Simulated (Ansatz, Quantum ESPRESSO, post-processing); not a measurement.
# Ballistic transmission: Cu(111) with one reversed stacking step (an intrinsic fault), part 3 of 3

Wanted: the transmission near the Fermi level and the conductance of this junction: Cu(111) with one reversed stacking step (an intrinsic fault).

Quantum ESPRESSO 7.5; plane-wave DFT, PBE, GBRV ultrasoft pseudopotentials; cross-check by Ansatz 0.2.0 with PAW datasets.

So far. Step 2 (Self-consistent run): The run needed 14 iterations to bring the estimated error under 1e-07 Ry; the largest force on any atom, held or free, is 0.02 eV/Å. Step 3 (The open system): At no point does T exceed the number of channels.

**4. Transmission with pwcond.x, with nz1 = 11**

Level of this step: transmission by pwcond, lead and junction from one cell; plane-wave DFT, PBE, GBRV ultrasoft pseudopotentials (Quantum ESPRESSO).

A sensitivity test on the input.

Input file cond.w.in:

```
&inputcond
  outdir = './out'
  prefixt = 'scf'
  tran_file = 'cond.w.dat'
  bdl = 2.4494897430
  bds = 11.4309521338
  ikind = 1
  ewind = 4.0
  epsproj = 1e-05
  nz1 = 11
  energy0 = 0.4
  denergy = -0.4
/
10
  0.00000000 0.00000000 0.01562500
  0.00000000 0.12500000 0.09375000
  0.00000000 0.25000000 0.09375000
  0.00000000 0.37500000 0.09375000
  0.00000000 0.50000000 0.04687500
  0.12500000 0.25000000 0.09375000
  0.12500000 0.37500000 0.18750000
  0.12500000 0.50000000 0.18750000
  0.25000000 0.50000000 0.09375000
  0.25000000 0.62500000 0.09375000
3
```

Command:

```
OMP_NUM_THREADS=1 mpirun -n 8 pwcond.x -in cond.w.in > cond.w.out
```

Numbers of over 12 decimals in the logs are rounded to 6 here.

The log of the run:

```text
[banner, memory and clock lines left out]
Program PWCOND v.7.5 starts
[citation notice left out]

[...]
./out/scf.save/

     IMPORTANT: XC functional enforced from input :
     Exchange-correlation= PBE
                           (   1   4   3   4   0   0   0)
     Any further DFT definition will be discarded
     Please, verify this is what you really want

     Check: negative core charge=   -0.000002
     Reading collected, re-writing distributed wavefunctions

===== INPUT FILE containing all the regions =====

     GEOMETRY:

     lattice parameter (alat)  =       4.8639  a.u.
     the volume                =    1139.1182 (a.u.)^3
     the cross section         =      20.4881 (a.u.)^2
     l of the unit cell        =      11.4310 (alat)
     number of atoms/cell      =           14
     number of atomic types    =            1

     crystal axes: (cart. coord. in units of alat)
               a(1) = (  1.0000  0.0000  0.0000 )
               a(2) = (  0.5000  0.8660  0.0000 )
               a(3) = (  0.0000  0.0000 11.4310 )

   Cartesian axes

     site n.     atom                  positions (alat units)
          1        Cu     tau(  1)=(  0.0000  0.0000 11.4310  )
          2        Cu     tau(  2)=(  0.5000  0.2887  0.8165  )
          3        Cu     tau(  3)=(  1.0000  0.5774  1.6330  )
          4        Cu     tau(  4)=(  0.0000  0.0000  2.4495  )
          5        Cu     tau(  5)=(  0.5000  0.2887  3.2660  )
          6        Cu     tau(  6)=(  1.0000  0.5774  4.0825  )
          7        Cu     tau(  7)=(  0.5000  0.2887  4.8990  )
          8        Cu     tau(  8)=(  1.0000  0.5774  5.7155  )
          9        Cu     tau(  9)=(  0.0000  0.0000  6.5320  )
         10        Cu     tau( 10)=(  0.5000  0.2887  7.3485  )
         11        Cu     tau( 11)=(  1.0000  0.5774  8.1650  )
         12        Cu     tau( 12)=(  0.0000  0.0000  8.9815  )
         13        Cu     tau( 13)=(  0.5000  0.2887  9.7980  )
         14        Cu     tau( 14)=(  1.0000  0.5774 10.6145  )

     nr1s                      =           20
     nr2s                      =           20
     nr3s                      =          225
     nr1sx                     =           20
     nr2sx                     =           20
     nr3sx                     =          225
     nr1                       =           24
     nr2                       =           24
     nr3                       =          256
     nr1x                      =           24
     nr2x                      =           24
     nr3x                      =          256

 _______________________________
  Radii of nonlocal spheres:

     type       ibeta     ang. mom.          radius (alat units)
       Cu         1         0                    0.3212
       Cu         2         0                    0.3212
       Cu         3         1                    0.3212
       Cu         4         1                    0.3212
       Cu         5         2                    0.3212
       Cu         6         2                    0.3212
----- General information -----

--- T calc. with identical leads (ikind=1) ---

     nrx                       =           20
     nry                       =           20
     nz1                       =           11

     energy0               =         4.0E-01
     denergy               =        -4.0E-01
     nenergy               =          3
     ecut2d                =         4.0E+01
     ewind                 =         4.0E+00
     epsproj               =         1.0E-05

     number of k_|| points=   10
                       cryst. coord.
        k(    1) = (   0.0000000   0.0000000), wk =   0.0156250
        k(    2) = (   0.0000000   0.1250000), wk =   0.0937500
[...]
k(   10) = (   0.2500000   0.6250000), wk =   0.0937500
----- Information about left/right lead -----

     nocros                   =           18
     noins                    =           36
     norb                     =           72
     norbf                    =          216
     nrz                      =           48

      iorb      type   ibeta   ang. mom.   m       position (alat)
        1        1       1        0        1   taunew(   1)=(  0.0000  0.0000  0.0000)
        2        1       2        0        1   taunew(   2)=(  0.0000  0.0000  0.0000)
[...]
72        1       6        2        5   taunew(  72)=(  0.0000  0.0000  2.4495)
    k slab    z(k)  z(k+1)     crossing(iorb=1,norb)
    1   0.0000 0.0510 0.0510   111111111111111111000000000000000000000000000000000000000000000000000000
    2   0.0510 0.1021 0.0510   111111111111111111000000000000000000000000000000000000000000000000000000
[...]
48   2.3985 2.4495 0.0510   000000000000000000000000000000000000000000000000000000111111111111111111
----- Information about scattering region -----

     noins                    =          180
     norb                     =          216
     norbf                    =          216
     nrz                      =          177

      iorb      type   ibeta   ang. mom.   m       position (alat)
        1        1       1        0        1   taunew(   1)=(  0.0000  0.0000 -0.0000)
        2        1       2        0        1   taunew(   2)=(  0.0000  0.0000 -0.0000)
[...]
216        1       6        2        5   taunew( 216)=(  0.0000  0.0000  8.9815)
 ngper, shell number =           61           9
 ngper, n2d =           61          55
---  E-Ef =    0.4000000  k =    0.0000000   0.0000000
---  ie =          1  ik =          1
 Nchannels of the left tip =            0
 Right moving states:
   k1(2pi/a)   k2(2pi/a)   E-Ef (eV)
 Left moving states:
   k1(2pi/a)   k2(2pi/a)   E-Ef (eV)

 to transmit
          E-Ef(ev), T =    0.4000000   0.0000000
---  E-Ef =    0.0000000  k =    0.0000000   0.0000000
---  ie =          2  ik =          1
 Nchannels of the left tip =            0
 Right moving states:
   k1(2pi/a)   k2(2pi/a)   E-Ef (eV)
 Left moving states:
   k1(2pi/a)   k2(2pi/a)   E-Ef (eV)

 to transmit
          E-Ef(ev), T =    0.0000000   0.0000000
---  E-Ef =   -0.4000000  k =    0.0000000   0.0000000
---  ie =          3  ik =          1
 Nchannels of the left tip =            0
 Right moving states:
   k1(2pi/a)   k2(2pi/a)   E-Ef (eV)
 Left moving states:
   k1(2pi/a)   k2(2pi/a)   E-Ef (eV)

 to transmit
          E-Ef(ev), T =   -0.4000000   0.0000000
 ngper, shell number =           61          34
 ngper, n2d =           61          59
[... further energies and points left out ...]
---  E-Ef =    0.4000000  k =    0.2500000   0.6250000
---  ie =          1  ik =         10
 Nchannels of the left tip =            0
 Right moving states:
   k1(2pi/a)   k2(2pi/a)   E-Ef (eV)
 Left moving states:
   k1(2pi/a)   k2(2pi/a)   E-Ef (eV)

 to transmit
          E-Ef(ev), T =    0.4000000   0.0000000
---  E-Ef =    0.0000000  k =    0.2500000   0.6250000
---  ie =          2  ik =         10
 Nchannels of the left tip =            0
 Right moving states:
   k1(2pi/a)   k2(2pi/a)   E-Ef (eV)
 Left moving states:
   k1(2pi/a)   k2(2pi/a)   E-Ef (eV)

 to transmit
          E-Ef(ev), T =    0.0000000   0.0000000
---  E-Ef =   -0.4000000  k =    0.2500000   0.6250000
---  ie =          3  ik =         10
 Nchannels of the left tip =            0
 Right moving states:
   k1(2pi/a)   k2(2pi/a)   E-Ef (eV)
 Left moving states:
   k1(2pi/a)   k2(2pi/a)   E-Ef (eV)

 to transmit
          E-Ef(ev), T =   -0.4000000   0.0000000
   T_tot     0.40000      0.17679E+01
   T_tot     0.00000      0.17111E+01
   T_tot    -0.40000      0.12179E+01

[...]
```

Run time: 15 s. Hardware: 8 MPI ranks of Arm Neoverse V2, shared host; peak memory 0.49 GiB; 1.9 min of CPU time.

Beside the run it was changed from:

```tsv
quantity	this run	unchanged run	difference
transmission at the Fermi level, one spin	0.8556	0.8555	1.0e-4
lead channels at the Fermi level, one spin	0.8906	0.8906	0
wall time (s)	15	13
```

Over all energies T moves by up to 6.5e-4, at -0.4 eV.

The physical values in this table stay within 0.05 %.

**5. Cross-check with Ansatz**

As a check, the same structure is run in Ansatz.

Level of this step: plane-wave DFT, PBE, Ansatz PAW (Ansatz 0.2.0).

Input file input.yaml:

```yaml
crystal:
  lattice:
    - [2.5738686835, 0.0, 0.0]
    - [1.2869343418, 2.2290356659, 0.0]
    - [0.0, 0.0, 29.4217697179]
  atoms:
    - { symbol: Cu, position: [0.0, 0.0, 0.0] }
    - { symbol: Cu, position: [0.333333333, 0.333333333, 0.0714285714] }
    - { symbol: Cu, position: [0.666666667, 0.666666667, 0.1428571429] }
    - { symbol: Cu, position: [0.0, 0.0, 0.2142857143] }
    - { symbol: Cu, position: [0.333333333, 0.333333333, 0.2857142857] }
    - { symbol: Cu, position: [0.666666667, 0.666666667, 0.3571428571] }
    - { symbol: Cu, position: [0.333333333, 0.333333333, 0.4285714286] }
    - { symbol: Cu, position: [0.666666667, 0.666666667, 0.5] }
    - { symbol: Cu, position: [0.0, 0.0, 0.5714285714] }
    - { symbol: Cu, position: [0.333333333, 0.333333333, 0.6428571429] }
    - { symbol: Cu, position: [0.666666667, 0.666666667, 0.7142857143] }
    - { symbol: Cu, position: [0.0, 0.0, 0.7857142857] }
    - { symbol: Cu, position: [0.333333333, 0.333333333, 0.8571428571] }
    - { symbol: Cu, position: [0.666666667, 0.666666667, 0.9285714286] }
kpoints:
  mp_grid: { grid: [11, 11, 1] }
hamiltonian:
  xc: pbe
scf:
  occupations: { method: fermi_dirac, width: 0.1 }
  convergence: { dr2_threshold: 1.0e-08 }
output:
  transmission: { leads: [[0, 3]], e_range: [-0.4, 0.4], de: 0.4, kmesh: [8, 8] }
  write_potential: true
  write_density: true
  volumetric_format: npy
  elf: true
```

Command:

```
ansatz run input.yaml --threads 8 --pin off --max-ram 16384MiB --backend cpu --events-out ev --progress --plain --runs-dir out
```

The log of the run:

```text
Engine: ansatz 0.2.0, aarch64-unknown-linux-gnu
Pseudopotentials: kind: paw
Pseudopotential: Cu, paw, valence charge 19, recommended cutoff 420 eV (normal), Cu.paw.azcp
Functional definition: PBE
  parameter kappa = 0.804
  parameter beta = 0.066725
  exchange = pbe_x(kappa = kappa, mu = beta*pi^2/3)
  correlation = pbe_c(beta = beta)
Crystal: 14 atoms, lattice volume = 168.800 Å³
Basis set: ecut = 420 eV, 3393 PW (Γ)
Bands: 160, of which v1, the nominal top of the filled ones, is band 133 counted from 1 (132 counted from 0)
Symmetry: 12 space group operations
Space group: P-3m1 (ITA 164), of the structure as read, at distance tolerance 5.5e-5 Å
k-points: 16 of 121
Non-local potential: Cu, projectors of the file, l = 0: 3, l = 1: 2, l = 2: 3, l = 3: 1
PAW form: soft (Blöchl's): semilocal exchange-correlation on the pseudo side does not see the compensation charge
PAW one-centre angular grid: Cu, 590 points (default); XC on 64 Gauss nodes
Initial density: superposition of atomic densities (neutral atoms: chi_scale 0, normalization atom), corrected by the library's trained network
Initial wavefunctions: pseudopotential atomic-orbital guess
Functional: x = pbe(κ = 0.804, μ = 0.219515), c = pbe(β = 0.066725)
SCF iter   1: F=—  HF=-92752.548566 eV  |F-HF|=—  |Δ(HF+E_count)|=         —  Δρ=1.06e-3  dr2=5.11e-3  ethr=1.77e-3  ⟨swp⟩=5.0  Hψ=8007  notcnv=0  defer=156
preconditioner: auto → Kerker (q_TF=auto, 2.943 Å⁻¹)  [metal: Δε(μ)=0.024 eV  Ē_g=10.435 eV  σ=0.100 eV  W_gap=0.06  n_scr=68 (ndim 8)  ℏωp=35.5 eV  f_vac=0.000  D(μ)=2.98/eV (n_scr^D=16)]
SCF iter   2: F=—  HF=-92752.549563 eV  |F-HF|=—  |Δ(HF+E_count)|=   9.96e-4  Δρ=6.07e-4  dr2=2.88e-3  ethr=1.92e-6  ⟨swp⟩=2.2  Hψ=4366  notcnv=0  defer=171
SCF iter   3: F=—  HF=-92752.549746 eV  |F-HF|=—  |Δ(HF+E_count)|=   1.83e-4  Δρ=3.66e-4  dr2=1.20e-3  ethr=1.08e-6  ⟨swp⟩=1.0  Hψ=2316  notcnv=0  defer=171
SCF iter   4: F=—  HF=-92752.549681 eV  |F-HF|=—  |Δ(HF+E_count)|=   6.53e-5  Δρ=1.40e-4  dr2=2.46e-4  ethr=4.52e-7  ⟨swp⟩=1.0  Hψ=2316  notcnv=0  defer=171
SCF iter   5: F=—  HF=-92752.549676 eV  |F-HF|=—  |Δ(HF+E_count)|=   5.00e-6  Δρ=7.09e-5  dr2=5.55e-5  ethr=9.25e-8  ⟨swp⟩=1.1  Hψ=2513  notcnv=0  defer=171
SCF iter   6: F=—  HF=-92752.549698 eV  |F-HF|=—  |Δ(HF+E_count)|=   2.22e-5  Δρ=1.91e-5  dr2=3.39e-6  ethr=2.09e-8  ⟨swp⟩=1.1  Hψ=2317  notcnv=0  defer=171
SCF iter   7: F=—  HF=-92752.549733 eV  |F-HF|=—  |Δ(HF+E_count)|=   3.57e-5  Δρ=1.93e-5  dr2=2.94e-6  ethr=1.28e-9  ⟨swp⟩=2.1  Hψ=2995  notcnv=0  defer=171
SCF iter   8: F=—  HF=-92752.549733 eV  |F-HF|=—  |Δ(HF+E_count)|=   4.85e-8  Δρ=1.32e-5  dr2=2.28e-7  ethr=1.10e-9  ⟨swp⟩=2.2  Hψ=3044  notcnv=0  defer=171
SCF iter   9: F=—  HF=-92752.549733 eV  |F-HF|=—  |Δ(HF+E_count)|=   5.06e-8  Δρ=2.32e-6  dr2=1.09e-7  ethr=8.57e-11  ⟨swp⟩=2.1  Hψ=3980  notcnv=0  defer=171
SCF iter  10: F=—  HF=-92752.549733 eV  |F-HF|=—  |Δ(HF+E_count)|=  5.82e-11  Δρ=1.16e-6  dr2=2.61e-8  ethr=4.09e-11  ⟨swp⟩=1.0  Hψ=2316  notcnv=0  defer=171
SCF iter  11: F=—  HF=-92752.549733 eV  |F-HF|=—  |Δ(HF+E_count)|=  8.73e-10  Δρ=8.68e-7  dr2=1.02e-8  ethr=3.76e-12  ⟨swp⟩=7.5  Hψ=8593  notcnv=0
SCF iter  12: F=-92752.549733 eV  HF=-92752.549733 eV  |F-HF|=1.21e-9  |Δ(HF+E_count)|=  2.76e-10  Δρ=4.12e-7  dr2=1.27e-9  ethr=3.76e-12  ⟨swp⟩=2.1  Hψ=4713  notcnv=0
SCF 1 converged in 12 iterations: F = -92752.549733 eV  dr2 = 1.27e-9
  greatest PAW one-centre occupation: 1.000 electrons in one spin orbital (limit 2), on the Cu atom at site 6 (counted from 0), in its partial waves of l = 0
transmission: 44 of 370 steps passed
transmission: 80 of 370 steps passed
[...]
transmission: 370 of 370 steps passed
SCF converged after 12 iterations
Free energy (F): -92752.549733 eV
Harris-Foulkes:  -92752.549733 eV  (|F-HF|=1.21e-9)
Internal energy: -92752.446393 eV  (E = F + TS)
E sigma→0 (E₀):  -92752.498063 eV
Entropy (-TS):   -0.103341 eV (-7.381 meV/atom)
Fermi energy:    16.366204 eV
--- Per-component energies (eV) ---
  E_band       = -5133.088219
  E_kinetic    = 4195.683121
  E_local      = -57238.008784  (includes V_loc(G=0)·N_el)
  E_nonlocal   = 5460.161338
  E_hartree    = 25197.739239
  E_xc         = -1251.705073
  E_vxc        = -1615.147248  (∫ρ·V_xc dr)
  E_paw        = -23283.193764  (= ΣΔE_a)
  E_vpaw       = -6331.256061  (= ΣTr[D̂ρ^β])
  E_aug_tail   = 0.003510  (compensation charges beyond the density's cutoff)
  E_ewald      = -45833.125980
  E_smearing   = -0.103341  (= −TS)
  E_closure    = 0.000000  (closes the sum)
  Σ components = -92752.549733   (vs F -92752.549733, Δ=0.00e0)
--- Band table (eV; the first three rows and the last of 16) ---
  k-point 0: bands = [... 129 lower, 14.5722, 14.5722, 14.5748, 14.5775, 14.6790, 14.6790, 14.7035, 14.7035, ... 23 higher]
  k-point 1: bands = [... 129 lower, 14.5050, 14.6305, 14.6483, 14.6540, 14.7302, 14.7467, 14.8347, 14.9913, ... 23 higher]
  k-point 2: bands = [... 129 lower, 14.6476, 14.6767, 14.7130, 14.7283, 14.7730, 15.0614, 15.4470, 15.7064, ... 23 higher]
  k-point 15: bands = [... 129 lower, 18.7470, 18.7618, 18.8756, 18.9279, 19.2280, 19.2506, 19.3608, 19.8411, ... 23 higher]
--- Transmission ---
  basis      : 55 plane waves across, 37 finite elements along
  points     : 10, standing for a mesh of 8 x 8
  energies   : 3 from -0.400000 to 0.400000 eV about the Fermi level, 0.400000 eV apart; the leads are filled to 0.000000 eV, and channels, transmission and decay are at 0.000000 eV
  crystal 0  : Cu3, at the sites [0, 3], period 6.3047 Å, over 29.42 Å; its Hamiltonian steps by up to 2.5 meV
    offset         : up to 0.0000 Å between an atom of the period and one for which it stands
    channels       : 8.906250e-1 a spin
    conductance    : none, the energies end too early or step too widely for 300 K: set another output.transmission.e_range or a lower de, or, where they end at an eighth of basis.ecutwfc, a higher one
    slowest decay  : 0.1781 /Å at (0.0000, 0.0000)
  junction   : crystal 0 to crystal 0, -2.45 to 20.66 Å
    transmission   : 8.569658e-1 a spin
    conductance    : none, the energies end too early or step too widely for 300 K: set another output.transmission.e_range or a lower de, or, where they end at an eighth of basis.ecutwfc, a higher one
```

It took 5.9 s on 8 threads; peak memory 1.3 GiB.

Numbers from this step:

```
free energy                                  : -92752.5497 eV
energy at zero smearing                      : -92752.4981 eV
smearing term TS                             : 0.1033 eV
Fermi energy                                 : 16.37 eV
symmetry operations                          : 12
transmission at the Fermi level, one spin    : 0.8570
step of the lead's Hamiltonian over a period : 2.5 meV
```

Per spin; mean over the k mesh across the current. The transmission, zone mean by energy, zero at the Fermi level:

```tsv
energy (eV)	transmission, zone mean
-0.400	0.615
0.000	0.857
0.400	0.885
```

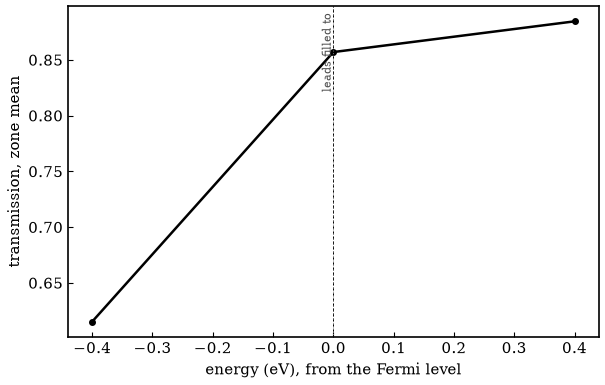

Transmission, zone mean, plotted against energy.

Per spin; mean over the k mesh across the current. Table of open channels, zone mean by energy, zero at the Fermi level:

```tsv
energy (eV)	open channels, zone mean
-0.400	0.797
0.000	0.891
0.400	0.891
```

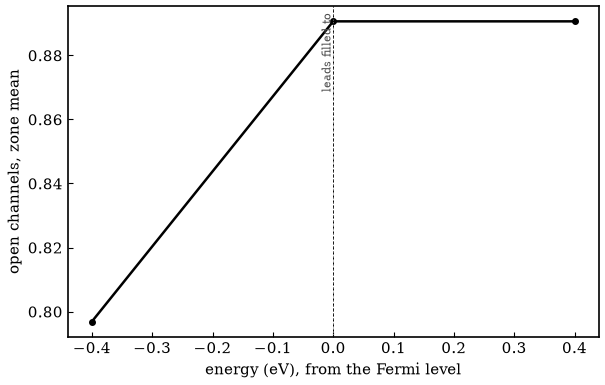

Open channels, zone mean, plotted against energy.

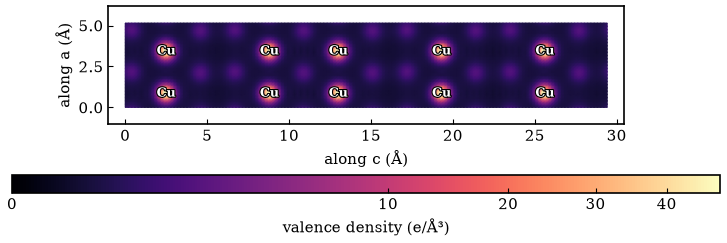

Valence density in the ca plane at fractional y = 0.333, with atoms of Cu within 0.2 Å of it. It is the smooth field of the valence electrons, not physical close to the nuclei. The colour scale is stretched toward low values.

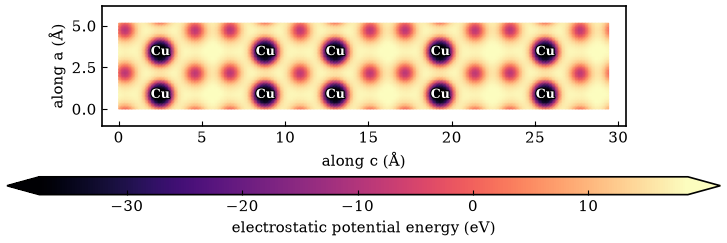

Electrostatic potential energy in the ca plane at fractional y = 0.333, with atoms of Cu within 0.2 Å of it. With pseudopotentials it is smooth inside the atoms' cores, unlike the true potential.

Ansatz finds T = 0.857 against pwcond's 0.855.

**6. All levels side by side**

All levels:

```tsv
step	T at the Fermi level (per spin)	conductance (G0)	r.m.s. T(E) from the first	CPU time of the step (s)	peak memory (GiB)
Ansatz	0.857	-	0	41.51	1.33
pwcond	0.8555	0.8555	0.004097	105.6	0.47
pwcond, changed setting	0.8556	0.8556	0.003717	116.7	0.49
```

Per spin; mean over the k mesh across the current. The transmission, zone mean by energy, zero at the Fermi level:

```tsv
energy (eV)	Ansatz	pwcond	pwcond, changed setting
-0.400	0.615	0.608	0.609
0.000	0.857	0.855	0.856
0.400	0.885	0.884	0.884
```

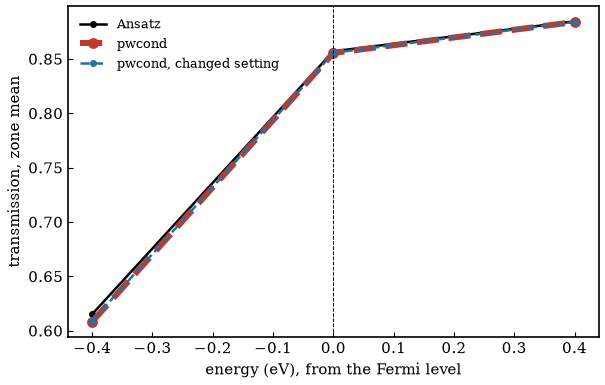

Transmission, zone mean, plotted against energy.

**7. Worked from the printed numbers**

The Landauer sum over the mesh, Σ w T = 0.1875 × 1 + 0.1875 × 0.992 + 0.0938 × 1 + … = 0.8554.

G = 0.855 × 77.48 µS = 66.3 µS a cell. Times the area of 5.737 Å², the resistance-area product is A/G = 0.866 fΩ m², the leads' contact resistance included.

Free electrons at 1 an atom (3 atoms in 36.2 Å³) have k_F = 1.349 1/Å and offer A k_F²/4π = 0.83 channels per spin; the lead has 0.89 on this mesh.

**8. Outcome**

```
conductance from T at the Fermi level, a cell (G₀ = 2e²/h) : 0.855 G₀
conductance per area                                       : 1155 S/μm²
lead channels per spin                                     : 0.89
the same conductance by Ansatz                             : 0.857 G₀
```

The junction conducts 0.855 G₀ a cell at the Fermi level (PBE, GBRV ultrasoft). At the Fermi level the junction passes 96 % of what the leads offer, nearly all. At the Fermi level pwcond and Ansatz differ by 0.18 %, a close match. The mean rests on 10 distinct points, the heaviest weighing 0.19, and the mesh was not tested, so even the second digit is unsure. Over -0.4 to 0.4 eV, T lies between 0.61 and 0.88 per spin. The geometry is as built, not relaxed, and the leads are short.

[Logs are printed without paths, hosts, clocks, repeated set-up lines and the standing remarks that a program may print on its own settings, such as how far it seeks lower states.]

[Hosts, paths, dates, database ids (printed as entryN), source tags and the programs' standing remarks are cut or masked in the printed files.]

[Maps of the electrostatic potential energy from Ansatz leave out the sawtooth potential of an applied field or a dipole correction, so their vacuum need not be flat; planar profiles and work functions include it.]
